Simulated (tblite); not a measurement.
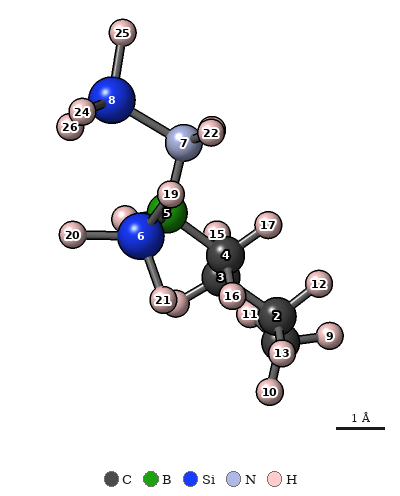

**Figure 1.** The structure as given in the input (ball-and-stick view, seen at a tilt; atoms are numbered from 1 in the order of the input).

## Geometry relaxation, with input and output: C4H18BNSi2

C4H18BNSi2, computed with GFN2-xTB geometry optimisation, gas phase (tblite 0.8.0).

It belongs to a series of runs on one base structure; here: H on C replaced by C2H5.

**Log**
```
step      E/eV     max force
  0    -689.20027    2.901
  1    -689.48895    1.136
  2    -689.58584    0.809
  3    -689.66996    0.534
  4    -689.72494    0.522
  5    -689.78000    0.680
  6    -689.84573    0.660
  7    -689.90982    0.455
  8    -689.95455    0.474
  9    -689.98764    0.458
 10    -690.01842    0.351
 11    -690.03950    0.228
 12    -690.05243    0.209
 13    -690.06141    0.186
 14    -690.07060    0.215
 15    -690.08306    0.235
 16    -690.09645    0.239
 17    -690.10754    0.191
 18    -690.11565    0.182
 19    -690.12197    0.154
 20    -690.12733    0.142
 21    -690.13198    0.131
 22    -690.13641    0.126
 23    -690.14141    0.142
 24    -690.14719    0.231
 25    -690.15291    0.217
 26    -690.15757    0.155
 27    -690.16138    0.133
 28    -690.16530    0.140
 29    -690.16964    0.188
 30    -690.17444    0.176
 31    -690.17991    0.199
 32    -690.18567    0.170
 33    -690.19081    0.129
 34    -690.19489    0.134
 35    -690.19810    0.114
 36    -690.20119    0.116
 37    -690.20446    0.140
 38    -690.20741    0.117
 39    -690.21008    0.102
 40    -690.21298    0.143
 41    -690.21634    0.138
 42    -690.21991    0.138
 43    -690.22306    0.107
 44    -690.22468    0.189
 45    -690.22739    0.139
 46    -690.22953    0.115
 47    -690.23273    0.074
 48    -690.23382    0.086
 49    -690.23569    0.076
 50    -690.23698    0.079
 51    -690.23822    0.063
 52    -690.23904    0.057
 53    -690.23979    0.054
 54    -690.24055    0.061
 55    -690.24129    0.054
 56    -690.24194    0.051
 57    -690.24257    0.051
 58    -690.24324    0.045
 59    -690.24390    0.053
 60    -690.24442    0.053
 61    -690.24486    0.052
 62    -690.24531    0.047
 63    -690.24580    0.058
 64    -690.24628    0.043
 65    -690.24669    0.044
 66    -690.24708    0.042
 67    -690.24758    0.055
 68    -690.24824    0.062
 69    -690.24890    0.049
 70    -690.24945    0.053
 71    -690.24997    0.051
 72    -690.25055    0.058
 73    -690.25116    0.056
 74    -690.25178    0.057
 75    -690.25253    0.059
 76    -690.25372    0.070
 77    -690.25571    0.121
 78    -690.25836    0.137
 79    -690.26086    0.101
 80    -690.26308    0.082
 81    -690.26520    0.087
 82    -690.26729    0.124
 83    -690.26968    0.119
 84    -690.27225    0.110
 85    -690.27517    0.090
 86    -690.27706    0.088
 87    -690.27959    0.107
 88    -690.28145    0.072
 89    -690.28253    0.074
 90    -690.28326    0.060
 91    -690.28408    0.061
 92    -690.28529    0.079
 93    -690.28650    0.082
 94    -690.28765    0.063
 95    -690.28844    0.055
 96    -690.28912    0.050
 97    -690.28983    0.058
 98    -690.29056    0.048
 99    -690.29122    0.048
100    -690.29179    0.049
101    -690.29237    0.050
102    -690.29299    0.056
103    -690.29355    0.057
104    -690.29401    0.054
105    -690.29446    0.048
106    -690.29503    0.070
107    -690.29578    0.071
108    -690.29657    0.067
109    -690.29712    0.045
110    -690.29743    0.034
111    -690.29769    0.037
112    -690.29801    0.043
113    -690.29839    0.036
114    -690.29877    0.039
115    -690.29908    0.034
116    -690.29935    0.034
117    -690.29961    0.032
118    -690.29990    0.043
119    -690.30023    0.046
120    -690.30060    0.045
121    -690.30099    0.048
122    -690.30137    0.039
123    -690.30173    0.044
124    -690.30208    0.047
125    -690.30246    0.049
126    -690.30289    0.047
127    -690.30330    0.045
128    -690.30370    0.047
129    -690.30407    0.042
130    -690.30442    0.039
131    -690.30473    0.037
132    -690.30502    0.041
133    -690.30531    0.040
134    -690.30567    0.038
135    -690.30597    0.034
136    -690.30618    0.031
137    -690.30635    0.026
138    -690.30653    0.025
139    -690.30673    0.026
140    -690.30689    0.030
141    -690.30701    0.028
142    -690.30712    0.020
143    -690.30720    0.018
144    -690.30726    0.016
145    -690.30730    0.016
146    -690.30734    0.015
147    -690.30741    0.015
148    -690.30749    0.017
149    -690.30759    0.022
150    -690.30769    0.024
151    -690.30780    0.019
152    -690.30790    0.022
153    -690.30801    0.022
154    -690.30811    0.018
155    -690.30821    0.021
156    -690.30829    0.018
157    -690.30835    0.020
158    -690.30841    0.016
159    -690.30846    0.014
160    -690.30849    0.011
161    -690.30852    0.010
```

**Trajectory as extended XYZ (Å, eV, eV/Å), 4 of the 162 frames kept, from step=0 to step=161**
```
26
Properties=species:S:1:pos:R:3:forces:R:3 step=0 energy=-689.20027
C     3.9866   -0.0406   -0.3287    0.5780   1.2060   0.2540
C     2.7050   -0.5314    0.3080    0.6820   0.0960   1.5010
C     1.4573    0.0008   -0.2944   -1.0860   0.0240  -0.7590
C     0.2883   -0.5939    0.4667    0.0100   0.1110   1.3350
B    -1.0958   -0.0787   -0.1096   -0.2400  -1.4810  -1.0940
Si   -2.3338   -1.5783   -0.1521    0.3840  -0.3360  -0.0760
N    -1.7139    1.0141    0.7675   -0.3020   1.8520   2.2130
Si   -3.0039    1.7911   -0.1836   -1.0630  -0.0250  -0.6290
H     4.6756    0.2101    0.4984    0.0300  -0.0720  -0.5800
H     4.4758   -0.7713   -0.9541   -0.0660  -0.0340  -0.2910
H     3.8023    0.9131   -0.8965    0.2230  -1.0080   0.3990
H     2.7170   -0.1443    1.3747   -0.0780  -0.5860  -0.8150
H     2.6516   -1.6379    0.3671    0.1560   0.5870  -0.1260
H     1.3130   -0.3061   -1.3591    0.4180   0.2820   0.6200
H     1.3629    1.1120   -0.2435    0.4030  -0.6630  -0.0950
H     0.3602   -1.7001    0.4999    0.2160   0.6020  -0.0980
H     0.3168   -0.2641    1.5422    0.4410  -0.3280  -0.4980
H    -0.9707    0.3794   -1.1902    0.2680   0.2520  -0.4630
H    -3.1417   -1.5920    1.0772   -0.4050  -0.1750   0.0770
H    -3.1397   -1.4965   -1.3550   -0.5660  -0.3720  -0.1650
H    -1.5826   -2.8450   -0.1494   -0.3450  -0.1620  -0.0760
H    -2.1055    0.5860    1.6423    0.5250   0.4890  -0.8380
H    -0.9928    1.7186    1.0951   -0.7790  -0.8520  -0.3840
H    -4.0943    0.7827   -0.3483    0.4040   0.5000   0.2840
H    -3.4876    3.0118    0.4791    0.1720  -0.1470   0.1280
H    -2.4711    2.0831   -1.5105    0.0200   0.2400   0.1760
26
Properties=species:S:1:pos:R:3:forces:R:3 step=54 energy=-690.24055
C     4.0430    0.0589   -0.2839    0.0230  -0.0100  -0.0020
C     2.8236   -0.3747    0.5199   -0.0170  -0.0050  -0.0250
C     1.5195   -0.0424   -0.2040   -0.0140   0.0010  -0.0040
C     0.2841   -0.6461    0.4682   -0.0010  -0.0100   0.0010
B    -1.1245   -0.3045   -0.3043    0.0140   0.0070   0.0280
Si   -2.4650   -1.7542   -0.1904   -0.0550   0.0180   0.0190
N    -1.7274    1.0424    0.5300   -0.0010  -0.0050  -0.0060
Si   -3.1009    1.9497   -0.1670   -0.0200   0.0320  -0.0080
H     4.9580   -0.1722    0.2581    0.0170   0.0320  -0.0170
H     4.0682   -0.4650   -1.2384    0.0060   0.0310   0.0260
H     4.0156    1.1291   -0.4832    0.0090  -0.0190   0.0220
H     2.8344    0.1138    1.4993    0.0020  -0.0210  -0.0230
H     2.8775   -1.4536    0.6871   -0.0280   0.0110   0.0150
H     1.5721   -0.4225   -1.2267    0.0300   0.0070   0.0030
H     1.4170    1.0465   -0.2692    0.0020  -0.0030  -0.0080
H     0.4414   -1.7268    0.5296    0.0190  -0.0070  -0.0380
H     0.2628   -0.3027    1.5118   -0.0100  -0.0200   0.0130
H    -0.9329    0.1164   -1.4081   -0.0110  -0.0270  -0.0040
H    -3.2460   -1.7139    1.0810    0.0180  -0.0190  -0.0270
H    -3.5424   -1.7632   -1.2060    0.0100   0.0190   0.0270
H    -1.9456   -3.1297   -0.2407   -0.0020  -0.0110   0.0130
H    -1.9494    0.6764    1.4516    0.0280   0.0140   0.0130
H    -0.8999    1.6241    0.6341   -0.0110   0.0000   0.0180
H    -4.1933    1.0014   -0.2944   -0.0300  -0.0020  -0.0020
H    -3.3937    3.0138    0.8048    0.0080  -0.0210  -0.0140
H    -2.6173    2.5217   -1.4159    0.0130   0.0080  -0.0220
26
Properties=species:S:1:pos:R:3:forces:R:3 step=107 energy=-690.29578
C     3.9729    0.2986   -0.1077   -0.0290  -0.0290   0.0260
C     2.7598   -0.3886    0.5099   -0.0120  -0.0170  -0.0040
C     1.4602   -0.0075   -0.2009   -0.0030   0.0090   0.0090
C     0.2755   -0.8748    0.2376    0.0240  -0.0240   0.0130
B    -1.1747   -0.4658   -0.3949   -0.0080   0.0020   0.0480
Si   -2.5965   -1.7580    0.0650   -0.0070  -0.0700  -0.0090
N    -1.5625    0.9913    0.3736   -0.0040  -0.0020   0.0010
Si   -2.8999    1.9710   -0.2928   -0.0350   0.0490  -0.0300
H     4.8813    0.0431    0.4341   -0.0080   0.0050   0.0030
H     4.0925   -0.0133   -1.1434    0.0070   0.0240   0.0030
H     3.8511    1.3800   -0.0868    0.0140   0.0070   0.0020
H     2.6851   -0.1242    1.5697    0.0090  -0.0020  -0.0370
H     2.8889   -1.4726    0.4544    0.0240   0.0200  -0.0200
H     1.5985   -0.1097   -1.2803   -0.0230  -0.0220   0.0200
H     1.2591    1.0533   -0.0046    0.0150   0.0230  -0.0060
H     0.5156   -1.9048   -0.0392   -0.0170  -0.0200  -0.0100
H     0.2377   -0.8720    1.3352    0.0040   0.0170   0.0000
H    -1.0983   -0.1724   -1.5500    0.0180   0.0010  -0.0380
H    -3.0081   -1.6595    1.4923   -0.0070   0.0030   0.0080
H    -3.8942   -1.5952   -0.6294   -0.0020  -0.0060   0.0030
H    -2.2961   -3.1888   -0.1082    0.0000   0.0240  -0.0020
H    -1.7190    0.7338    1.3438   -0.0050  -0.0200   0.0140
H    -0.6745    1.4874    0.3478    0.0010   0.0300   0.0000
H    -4.0790    1.1229   -0.3630    0.0290   0.0140   0.0120
H    -3.0796    3.0789    0.6564    0.0170  -0.0150  -0.0100
H    -2.4167    2.4695   -1.5755   -0.0010  -0.0020   0.0030
26
Properties=species:S:1:pos:R:3:forces:R:3 step=161 energy=-690.30852
C     3.9240    0.4221   -0.0339    0.0060   0.0050  -0.0060
C     2.7637   -0.4543    0.4232    0.0010   0.0070  -0.0020
C     1.4394   -0.0470   -0.2213    0.0010   0.0020   0.0020
C     0.2672   -0.9208    0.2382    0.0040   0.0000   0.0030
B    -1.1925   -0.5103   -0.3739    0.0010  -0.0030   0.0010
Si   -2.6201   -1.7774    0.1400   -0.0030   0.0000   0.0030
N    -1.5543    0.9710    0.3611    0.0000   0.0080   0.0040
Si   -2.8145    2.0073   -0.3699    0.0010   0.0010  -0.0030
H     4.8513    0.1128    0.4439   -0.0020  -0.0010  -0.0030
H     4.0536    0.3519   -1.1119   -0.0040  -0.0030  -0.0020
H     3.7411    1.4654    0.2192   -0.0010  -0.0030   0.0030
H     2.6692   -0.3889    1.5107    0.0000  -0.0050   0.0070
H     2.9763   -1.4962    0.1741    0.0000  -0.0040   0.0000
H     1.5313   -0.1163   -1.3077   -0.0020   0.0050   0.0000
H     1.2552    1.0088    0.0186    0.0010   0.0020   0.0040
H     0.5011   -1.9506   -0.0459   -0.0060   0.0010  -0.0010
H     0.2501   -0.9170    1.3359   -0.0040   0.0010   0.0000
H    -1.1279   -0.2510   -1.5401   -0.0010  -0.0020   0.0010
H    -2.9601   -1.6838    1.5869    0.0010  -0.0040   0.0000
H    -3.9475   -1.5709   -0.4831   -0.0010   0.0000  -0.0050
H    -2.3622   -3.2099   -0.0681    0.0020  -0.0020   0.0000
H    -1.7610    0.7300    1.3264   -0.0020   0.0000   0.0020
H    -0.6484    1.4354    0.3679    0.0030   0.0020  -0.0040
H    -4.0559    1.2514   -0.3517    0.0060  -0.0040  -0.0020
H    -2.8826    3.1922    0.4960    0.0010   0.0000   0.0010
H    -2.3176    2.3688   -1.6914   -0.0010  -0.0010  -0.0010
```

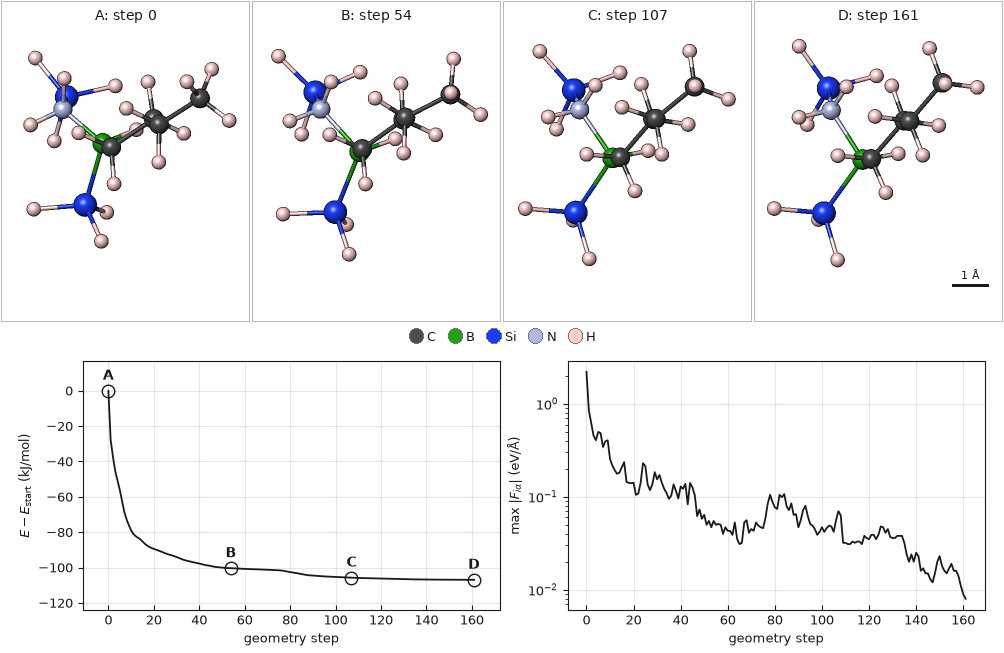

**Figure 2.** Frames of the relaxation (ball-and-stick view, seen at a tilt) above the curves, on which the letters mark them (steps are counted from 0).

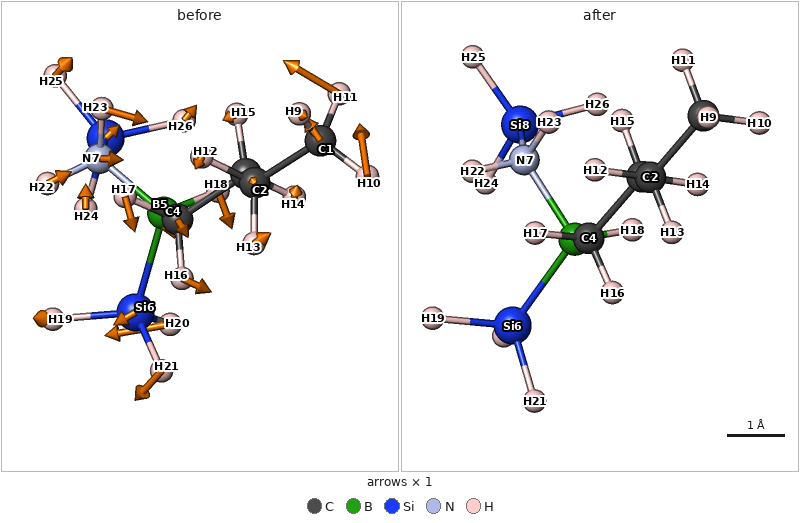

**Figure 3.** Before (left) and after (right) the relaxation, at one scale (ball-and-stick view, seen at a tilt). The orange arrows give the displacements, at true length. After 161 geometry steps the energy has fallen by 106.9 kJ/mol. Largest force component: 2.2 eV/Å at the start, 0.008 eV/Å at the end. The atom that moves furthest after the best rigid fit is H11 (1.22 Å). By element the largest moves are H 1.22 Å, C 0.54 Å, B 0.51 Å, Si 0.47 Å, N 0.44 Å. Distances before and after: B5–N7 1.532 → 1.693 Å, C4–B5 1.585 → 1.635 Å, C2–C3 1.484 → 1.528 Å, N7–H23 1.060 → 1.018 Å. Among the angles that change: H19–Si6–H20 112.9° → 101.3°, B5–N7–Si8 107.3° → 118.7°, B5–N7–H23 112.1° → 102.2°. (Atoms are counted from 1 in the order of the input.)

The run was set up as follows.

**Input file**
```
{"job": {"kind": "relax", "xc": "GFN2-xTB", "basis": "xTB"}, "charge": 0, "multiplicity": 1}
C      3.986600    -0.040600    -0.328700
C      2.705000    -0.531400     0.308000
C      1.457300     0.000800    -0.294400
C      0.288300    -0.593900     0.466700
B     -1.095800    -0.078700    -0.109600
Si    -2.333800    -1.578300    -0.152100
N     -1.713900     1.014100     0.767500
Si    -3.003900     1.791100    -0.183600
H      4.675600     0.210100     0.498400
H      4.475800    -0.771300    -0.954100
H      3.802300     0.913100    -0.896500
H      2.717000    -0.144300     1.374700
H      2.651600    -1.637900     0.367100
H      1.313000    -0.306100    -1.359100
H      1.362900     1.112000    -0.243500
H      0.360200    -1.700100     0.499900
H      0.316800    -0.264100     1.542200
H     -0.970700     0.379400    -1.190200
H     -3.141700    -1.592000     1.077200
H     -3.139700    -1.496500    -1.355000
H     -1.582600    -2.845000    -0.149400
H     -2.105500     0.586000     1.642300
H     -0.992800     1.718600     1.095100
H     -4.094300     0.782700    -0.348300
H     -3.487600     3.011800     0.479100
H     -2.471100     2.083100    -1.510500
```

The first line tells a small driver script what to run in tblite; the rest is the geometry in Å.

Launched with:
```bash
OMP_NUM_THREADS=1 python <driver script> task.json out
```

**Key numbers**

```csv
quantity,value
outcome,converged
total energy,−690.3085 eV
hardware,"1 CPU thread, shared host"
wall time,5.7 s
peak memory,0.18 GiB
```
